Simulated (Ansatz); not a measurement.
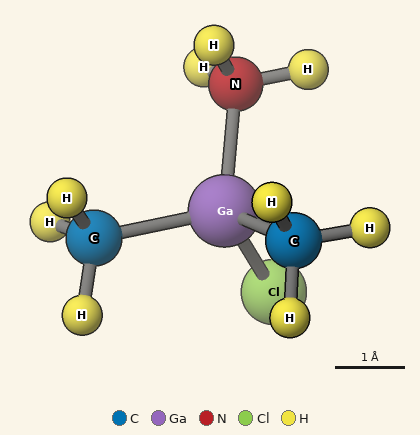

Figure 1. The structure as given in the input (ball-and-stick view, seen at a tilt). Sticks mark near contacts. Bond lengths as drawn: Cl–Ga 2.21 Å, C–Ga 1.94 to 1.97 Å, C–H 1.06 to 1.16 Å, Ga–N 1.90 Å and H–N 0.93 to 1.08 Å.

**Geometry relaxation of C2H9ClGaN**

C2H9ClGaN, SMILES [CH3][Ga-]([CH3])([NH3+])[Cl], computed with RKS PBE-D4/def2-SVP (Ansatz 0.2.0).

The geometry: force-field start.

The input
```yaml
crystal:
  periodic: [false, false, false]
  atoms:
    - {symbol: C, position_ang: [-1.629800, 0.765000, 0.269000]}
    - {symbol: Ga, position_ang: [0.208400, 0.369700, -0.214300]}
    - {symbol: C, position_ang: [1.155000, -0.201100, 1.417000]}
    - {symbol: N, position_ang: [0.310700, -1.033000, -1.498700]}
    - {symbol: Cl, position_ang: [1.191500, 2.145300, -1.082000]}
    - {symbol: H, position_ang: [-1.692100, 1.647000, 1.001400]}
    - {symbol: H, position_ang: [-2.194300, 1.130500, -0.652300]}
    - {symbol: H, position_ang: [-2.129300, -0.071500, 0.679000]}
    - {symbol: H, position_ang: [1.175800, 0.636400, 2.217600]}
    - {symbol: H, position_ang: [2.240100, -0.445700, 1.193200]}
    - {symbol: H, position_ang: [0.683100, -1.099000, 1.878300]}
    - {symbol: H, position_ang: [-0.206800, -1.882400, -1.078900]}
    - {symbol: H, position_ang: [1.174200, -1.252200, -1.760400]}
    - {symbol: H, position_ang: [-0.299400, -0.738200, -2.340100]}
basis:
  gaussian: {orbitals: def2-SVP}
hamiltonian: {xc: pbe, dispersion: d4}
relax: {f_tol: 0.03, max_steps: 200}
```

Hardware: 4 threads of Arm Neoverse V2, 23 GiB of memory available, shared host.

Launched with:
```bash
ansatz run in.yaml --threads 4 --pin off --events-out ev --progress --plain --max-ram 11315MiB
```

Output
```
Functional definition: PBE
  name "PBE"
  cite "Perdew, Burke & Ernzerhof, Phys. Rev. Lett. 77, 3865 (1996) doi:10.1103/PhysRevLett.77.3865"
  parent pbe
  parameter kappa = 0.804
  parameter beta = 0.06672455060314922
  exchange = pbe_x(kappa = kappa, mu = beta*pi^2/3)
  correlation = pbe_c(beta = beta)
1560 factors; their error is unknown
mean field evaluation 1: about -68561.5998 eV, gradient 9.6e1 eV
mean field evaluation 2: about -68529.6663 eV, gradient 1.4e2 eV
mean field evaluation 4: about -68581.3994 eV, gradient 8.2e0 eV
mean field evaluation 8: about -68581.5774 eV, gradient 1.5e-1 eV
mean field evaluation 16: about -68581.5088 eV, gradient 6.3e-4 eV
mean field -68581.50876021 eV, -2520.3239607214 hartree, gradient 6.2e-5 eV, S^2 0.000000; 0 other end points of the search recorded, 0 dependent functions left out
the calculation of the forces begins
reference -68581.50879909 eV, -2520.3239621504 hartree; 38, 38 occupied and 99, 99 virtual orbitals, 1560 factors
relax step   1: F+E_penalty+E_count = -68581.83539169 eV  Δ(F+E_penalty+E_count) = +0.000e0 eV  max|allowed force component| = 7.675e0 eV/Å  Δτ_max = 0.0000 Å  (28 SCF iters, accepted)
these checks for a lower state are left out or cut short: starts, cluster_reference, orbital_swaps, neighbouring_geometries, increment
1560 factors; their error is unknown
mean field -68582.43660514 eV, -2520.3580583937 hartree, gradient 2.2e-5 eV, S^2 0.000000; 0 other end points of the search recorded, 0 dependent functions left out
the calculation of the forces begins
reference -68582.43664491 eV, -2520.3580598554 hartree; 38, 38 occupied and 99, 99 virtual orbitals, 1560 factors
relax step   2: F+E_penalty+E_count = -68582.75428066 eV  Δ(F+E_penalty+E_count) = -9.189e-1 eV  max|allowed force component| = 1.810e0 eV/Å  Δτ_max = 0.1746 Å  (34 SCF iters, accepted)
these checks for a lower state are left out or cut short: starts, cluster_reference, orbital_swaps, neighbouring_geometries, increment
1560 factors; their error is unknown
mean field evaluation 32: about -68582.6170 eV, gradient 9.9e-4 eV
mean field -68582.61699273 eV, -2520.3646875153 hartree, gradient 9.7e-6 eV, S^2 0.000000; 0 other end points of the search recorded, 0 dependent functions left out
the calculation of the forces begins
reference -68582.61703319 eV, -2520.3646890024 hartree; 38, 38 occupied and 99, 99 virtual orbitals, 1560 factors
relax step   3: F+E_penalty+E_count = -68582.93054684 eV  Δ(F+E_penalty+E_count) = -1.763e-1 eV  max|allowed force component| = 4.247e-1 eV/Å  Δτ_max = 0.1162 Å  (28 SCF iters, accepted)
these checks for a lower state are left out or cut short: starts, cluster_reference, orbital_swaps, neighbouring_geometries, increment
1560 factors; their error is unknown
mean field -68582.65167992 eV, -2520.3659622460 hartree, gradient 2.0e-5 eV, S^2 0.000000; 0 other end points of the search recorded, 0 dependent functions left out
the calculation of the forces begins
reference -68582.65172064 eV, -2520.3659637426 hartree; 38, 38 occupied and 99, 99 virtual orbitals, 1560 factors
relax step   4: F+E_penalty+E_count = -68582.96526442 eV  Δ(F+E_penalty+E_count) = -3.472e-2 eV  max|allowed force component| = 1.798e-1 eV/Å  Δτ_max = 0.0729 Å  (27 SCF iters, accepted)
these checks for a lower state are left out or cut short: starts, cluster_reference, orbital_swaps, neighbouring_geometries, increment
1560 factors; their error is unknown
mean field -68582.65443756 eV, -2520.3660635874 hartree, gradient 2.1e-5 eV, S^2 0.000000; 0 other end points of the search recorded, 0 dependent functions left out
the calculation of the forces begins
reference -68582.65447823 eV, -2520.3660650821 hartree; 38, 38 occupied and 99, 99 virtual orbitals, 1560 factors
relax step   5: F+E_penalty+E_count = -68582.96886635 eV  Δ(F+E_penalty+E_count) = -3.602e-3 eV  max|allowed force component| = 5.318e-2 eV/Å  Δτ_max = 0.0316 Å  (27 SCF iters, accepted)
these checks for a lower state are left out or cut short: starts, cluster_reference, orbital_swaps, neighbouring_geometries, increment
1560 factors; their error is unknown
mean field -68582.65528100 eV, -2520.3660945835 hartree, gradient 2.1e-5 eV, S^2 0.000000; 0 other end points of the search recorded, 0 dependent functions left out
the calculation of the forces begins
reference -68582.65532164 eV, -2520.3660960767 hartree; 38, 38 occupied and 99, 99 virtual orbitals, 1560 factors
relax step   6: F+E_penalty+E_count = -68582.96977484 eV  Δ(F+E_penalty+E_count) = -9.085e-4 eV  max|allowed force component| = 1.875e-2 eV/Å  Δτ_max = 0.0172 Å  (28 SCF iters, accepted)
1560 factors; their error is unknown
mean field evaluation 64: about -68582.7238 eV, gradient 3.6e-1 eV
```

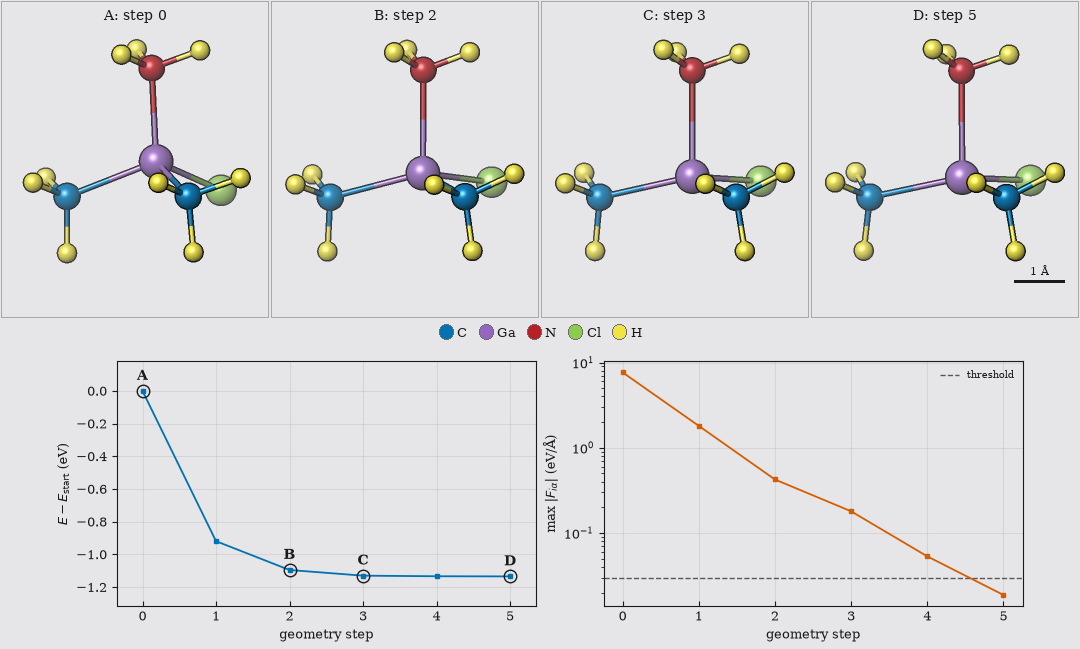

Figure 2. Frames of the relaxation (ball-and-stick view, seen at a tilt) above the curves, on which the letters mark them (the first geometry is step 0 here and step 1 in the log).

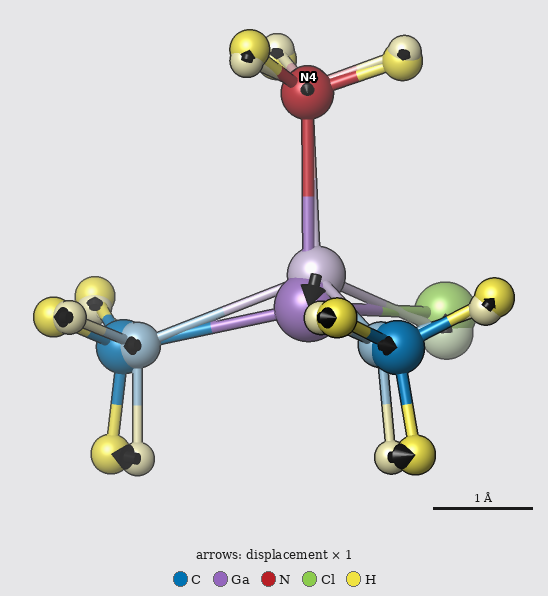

Figure 3. Start (faint) and end (solid) with the displacements as black arrows, at true length (ball-and-stick view, seen at a tilt). The two geometries are laid on each other by the best rigid fit. The atom that moves furthest after the best rigid fit is Ga2 (0.35 Å). Largest moves by element: Ga 0.35 Å, H 0.34 Å, C 0.20 Å, Cl 0.20 Å, N 0.10 Å. Among the contacts that change: Ga2–N4 1.905 → 2.174 Å, N4–H13 0.929 → 1.029 Å, C1–H8 1.057 → 1.110 Å, N4–H12 1.080 → 1.029 Å. Among the angles that change: C1–Ga2–C3 107.9° → 127.1°, N4–Ga2–Cl5 107.7° → 92.4°, C1–Ga2–N4 111.6° → 101.3°. The energy falls by 1.134 eV in 5 geometry steps. The largest force component goes from 7.7 to 0.019 eV/Å. (Atoms are counted from 1 in the order of the input.)

```
mean field -68582.65528100 eV, -2520.3660945835 hartree, gradient 2.1e-5 eV, S^2 0.000000; 1 other end points of the search recorded, 0 dependent functions left out
the calculation of the forces begins
reference -68582.65532164 eV, -2520.3660960767 hartree; 38, 38 occupied and 99, 99 virtual orbitals, 1560 factors
Total energy: -68582.96981547 eV, -2520.3776535119 hartree
Atom 0 at    -1.800893     0.856958     0.206373 Å, force    -0.013224     0.007298     0.003501 eV/Å
Atom 1 at     0.151083     0.524946     0.090353 Å, force     0.000568    -0.009740    -0.007842 eV/Å
Atom 2 at     1.318707    -0.247148     1.495362 Å, force     0.009362    -0.000968     0.011490 eV/Å
Atom 3 at     0.229540    -1.021040    -1.436647 Å, force     0.005517     0.018747     0.003284 eV/Å
Atom 4 at     1.214481     2.000558    -1.217042 Å, force    -0.003640    -0.015576    -0.005464 eV/Å
Atom 5 at    -2.000860     1.715110     0.879843 Å, force    -0.001245    -0.001596    -0.001681 eV/Å
Atom 6 at    -2.224297     1.111141    -0.786445 Å, force    -0.000342     0.000616     0.000924 eV/Å
Atom 7 at    -2.347799    -0.019610     0.612244 Å, force     0.002331     0.001191    -0.000675 eV/Å
Atom 8 at     1.466048     0.488887     2.311764 Å, force     0.000846    -0.002237     0.000190 eV/Å
Atom 9 at     2.320801    -0.497051     1.091826 Å, force    -0.000511    -0.000218     0.000136 eV/Å
Atom 10 at     0.878742    -1.161139     1.946145 Å, force    -0.000871     0.002075    -0.002239 eV/Å
Atom 11 at    -0.181696    -1.930980    -1.188236 Å, force    -0.000649    -0.003560    -0.002587 eV/Å
Atom 12 at     1.213019    -1.176091    -1.697966 Å, force    -0.001917     0.005198     0.000017 eV/Å
Atom 13 at    -0.249778    -0.673744    -2.278774 Å, force     0.003773    -0.001230     0.000947 eV/Å
Dipole moment:    -0.245493    -1.080461    -0.338389 e Å
```

Trajectory as extended XYZ (Å, eV, eV/Å), 6 frames, from step=1 to step=6
```
14
Properties=species:S:1:pos:R:3:forces:R:3 step=1 energy=-68581.83539
C    -1.6298    0.7650    0.2690   -0.4796   2.7047  -1.4093
Ga    0.2084    0.3697   -0.2143    0.2357   2.2652   2.7750
C     1.1550   -0.2011    1.4170    1.2896   0.2528   0.7353
N     0.3107   -1.0330   -1.4987   -7.6753  -0.7625  -0.4056
Cl    1.1915    2.1453   -1.0820    0.2095   0.0638  -0.5114
H    -1.6921    1.6470    1.0014    0.2737  -0.9920  -0.6265
H    -2.1943    1.1305   -0.6523    0.1234  -0.3487   0.7322
H    -2.1293   -0.0715    0.6790   -1.0532  -1.4354   0.8052
H     1.1758    0.6364    2.2176   -0.1516  -0.9514  -1.0582
H     2.2401   -0.4457    1.1932   -0.5890   0.0505   0.3406
H     0.6831   -1.0990    1.8783    0.0955   0.0756   0.0486
H    -0.2068   -1.8824   -1.0789    1.1072   1.1937  -0.7244
H     1.1742   -1.2522   -1.7604    5.3466  -1.5455  -1.8117
H    -0.2994   -0.7382   -2.3401    1.2676  -0.5707   1.1104
14
Properties=species:S:1:pos:R:3:forces:R:3 step=2 energy=-68582.75428
C    -1.7596    0.7943    0.1839    0.0925   0.7672  -0.2839
Ga    0.1856    0.4424   -0.0641    0.1445   1.0070   1.0711
C     1.2868   -0.2707    1.4525    0.1298   0.2572   0.2103
N     0.2738   -0.9762   -1.4571   -1.8098  -0.9549  -0.7660
Cl    1.2157    2.0914   -1.1886   -0.0390  -0.1503  -0.0218
H    -1.7920    1.6546    0.8981   -0.1228  -0.2449  -0.0866
H    -2.3301    1.1329   -0.7202    0.3200  -0.1772   0.2042
H    -2.2972   -0.0441    0.6399   -0.2298  -0.3456   0.2424
H     1.3099    0.5578    2.2081    0.0223  -0.3024  -0.1469
H     2.3547   -0.5274    1.2401   -0.3236   0.1098  -0.1275
H     0.8198   -1.1482    1.9533   -0.0132   0.0653  -0.0467
H    -0.2038   -1.8268   -1.0827    0.4546   0.3297  -0.2293
H     1.2106   -1.2131   -1.7415    0.8670  -0.2684  -0.3531
H    -0.2871   -0.6962   -2.2928    0.5075  -0.0924   0.3337
14
Properties=species:S:1:pos:R:3:forces:R:3 step=3 energy=-68582.93055
C    -1.7794    0.8271    0.2134   -0.0028   0.0782  -0.0883
Ga    0.1767    0.4788    0.0097   -0.0028   0.4247   0.4028
C     1.2940   -0.2483    1.4973    0.0971  -0.0102  -0.0723
N     0.2579   -0.9966   -1.4849   -0.1060  -0.3997  -0.1233
Cl    1.2240    2.0479   -1.2149   -0.0596  -0.1329   0.0462
H    -1.9005    1.6960    0.8979   -0.0025  -0.0698  -0.0683
H    -2.2748    1.0979   -0.7466    0.0840  -0.0415   0.1134
H    -2.3316   -0.0232    0.6691    0.0574   0.0053  -0.0330
H     1.3861    0.5307    2.2854    0.0047  -0.0362  -0.0758
H     2.3263   -0.5154    1.1764   -0.1379   0.0528   0.0174
H     0.8370   -1.1391    1.9796   -0.0145   0.0134  -0.0515
H    -0.1904   -1.8659   -1.1603    0.0970  -0.0535  -0.0225
H     1.2232   -1.2207   -1.7720   -0.0993   0.0620   0.0117
H    -0.2615   -0.6984   -2.3215    0.0850   0.1073  -0.0566
14
Properties=species:S:1:pos:R:3:forces:R:3 step=4 energy=-68582.96526
C    -1.7950    0.8479    0.2071    0.0207  -0.0173   0.0451
Ga    0.1641    0.5175    0.0694   -0.0440   0.0527   0.0364
C     1.3142   -0.2484    1.4991    0.0006   0.0058  -0.0363
N     0.2369   -1.0116   -1.4550    0.1530  -0.1798  -0.0162
Cl    1.2215    2.0206   -1.2156   -0.0228  -0.0527   0.0201
H    -1.9697    1.7124    0.8820   -0.0132  -0.0186  -0.0449
H    -2.2485    1.0947   -0.7755    0.0376   0.0026   0.0334
H    -2.3385   -0.0202    0.6405    0.0470   0.0333  -0.0326
H     1.4395    0.5062    2.3025    0.0276  -0.0147   0.0035
H     2.3264   -0.5120    1.1265   -0.0524   0.0312   0.0071
H     0.8599   -1.1504    1.9606   -0.0024   0.0077  -0.0136
H    -0.1861   -1.9119   -1.1857    0.0305   0.0294  -0.0077
H     1.2162   -1.1946   -1.7320   -0.1744   0.0647   0.0563
H    -0.2537   -0.6795   -2.2951   -0.0077   0.0557  -0.0506
14
Properties=species:S:1:pos:R:3:forces:R:3 step=5 energy=-68582.96887
C    -1.7953    0.8534    0.2100   -0.0359   0.0227  -0.0532
Ga    0.1539    0.5203    0.0855    0.0212   0.0469   0.0187
C     1.3151   -0.2448    1.4981    0.0384  -0.0115  -0.0051
N     0.2287   -1.0210   -1.4442   -0.0103   0.0091   0.0219
Cl    1.2162    2.0078   -1.2089   -0.0033  -0.0260  -0.0151
H    -1.9970    1.7188    0.8735    0.0118  -0.0175   0.0223
H    -2.2228    1.1005   -0.7834   -0.0036  -0.0210   0.0080
H    -2.3352   -0.0236    0.6233   -0.0237   0.0077   0.0075
H     1.4647    0.4948    2.3108   -0.0200   0.0040  -0.0001
H     2.3185   -0.4976    1.0994   -0.0065  -0.0191   0.0019
H     0.8692   -1.1545    1.9511    0.0126  -0.0069   0.0072
H    -0.1876   -1.9283   -1.1937    0.0003   0.0015  -0.0063
H     1.2099   -1.1832   -1.7077    0.0179   0.0069  -0.0037
H    -0.2511   -0.6717   -2.2850    0.0012   0.0031  -0.0039
14
Properties=species:S:1:pos:R:3:forces:R:3 step=6 energy=-68582.96978
C    -1.8009    0.8570    0.2064   -0.0132   0.0073   0.0035
Ga    0.1511    0.5249    0.0904    0.0006  -0.0097  -0.0078
C     1.3187   -0.2471    1.4954    0.0094  -0.0010   0.0115
N     0.2295   -1.0210   -1.4366    0.0055   0.0187   0.0033
Cl    1.2145    2.0006   -1.2170   -0.0036  -0.0156  -0.0055
H    -2.0009    1.7151    0.8798   -0.0012  -0.0016  -0.0017
H    -2.2243    1.1111   -0.7864   -0.0003   0.0006   0.0009
H    -2.3478   -0.0196    0.6122    0.0023   0.0012  -0.0007
H     1.4660    0.4889    2.3118    0.0008  -0.0022   0.0002
H     2.3208   -0.4971    1.0918   -0.0005  -0.0002   0.0001
H     0.8787   -1.1611    1.9461   -0.0009   0.0021  -0.0022
H    -0.1817   -1.9310   -1.1882   -0.0006  -0.0036  -0.0026
H     1.2130   -1.1761   -1.6980   -0.0019   0.0052   0.0000
H    -0.2498   -0.6737   -2.2788    0.0038  -0.0012   0.0009
```

Summary

- outcome: converged
- total energy: −68582.9698 eV
- mean-field energy: −68582.6553 eV
- dispersion energy: −0.3145 eV
- SCF solution under orbital rotations: stable
- largest force (length of the vector) at the end: 0.020 eV/Å
- dipole moment: 5.56 D
- wall time: 12 s (CPU time 43 s)
- peak memory: 0.21 GiB
